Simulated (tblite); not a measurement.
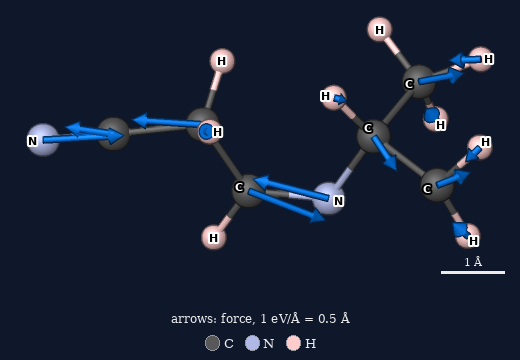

Starting geometry of C6H9N2 (multiplicity 2) with the computed forces as blue arrows. The picture is a ball-and-stick view, seen at a tilt.

Theory: GFN2-xTB geometry optimisation, gas phase (tblite 0.8.0). 

Q: Is this structure relaxed? If not, where do the atoms go?

A: It isn't relaxed: the largest force vector, on a C atom, is 2.71 eV/Å. The final displacements have little in common with the starting forces (cosine between the two patterns 0.24). The energy falls by 0.512 eV in 76 geometry steps. The largest move after the best rigid fit is that of an H atom, 0.40 Å. Largest moves by element: H 0.40 Å, C 0.17 Å, N 0.09 Å. Among the contacts that change: C–C 1.483 → 1.437 Å, C–C 1.480 → 1.524 Å, C–H 1.125 → 1.086 Å, C–N 1.283 → 1.248 Å. Among the angles between lasting bonds that change: C–N–C 115.3° → 124.3°, C–C–C 105.8° → 111.2°, H–C–H 114.8° → 120.1°. Groups turn about C–C by about 25°.
